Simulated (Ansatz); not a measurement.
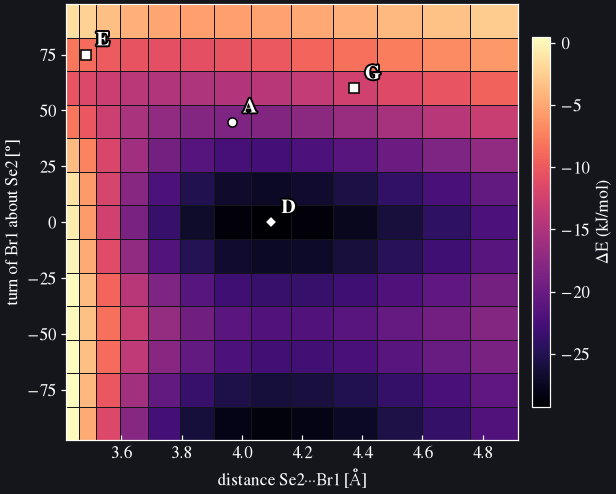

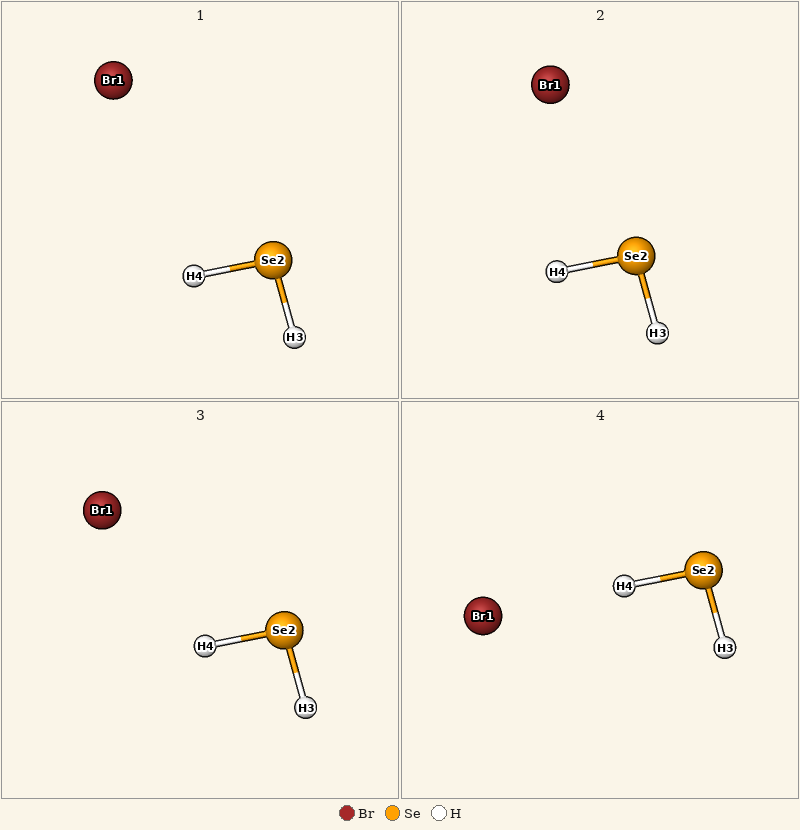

The pair Br···H₂Se, charge −1. The turn is about an axis along (−0.77, −0.63, 0.00) in the frame of the relaxed pair, normal to the line between the partners. Coordinates scanned: (1) distance Se2···Br1; (2) turn of Br1 about Se2. The scan uses a 13 × 13 grid. Energies are in kJ/mol, from the ion and the molecule far apart, frozen as in the relaxed pair, each in its own basis (no counterpoise correction). Level of theory: RHF/def2-SVPD in Ansatz 0.2.0.

Drawn: one coloured cell a grid point, lettered points. The numbered pictures are the structures at these points, in random order.

### Which structure belongs to which point?

A is structure 3: distance Se2···Br1 = 3.968 Å, turn of Br1 about Se2 = 45°, −18.4 kJ/mol; D is structure 4: distance Se2···Br1 = 4.096 Å, turn of Br1 about Se2 = 0°, −29.3 kJ/mol; E is structure 2: distance Se2···Br1 = 3.481 Å, turn of Br1 about Se2 = 75°, −8.8 kJ/mol; G is structure 1: distance Se2···Br1 = 4.374 Å, turn of Br1 about Se2 = 60°, −12.5 kJ/mol.
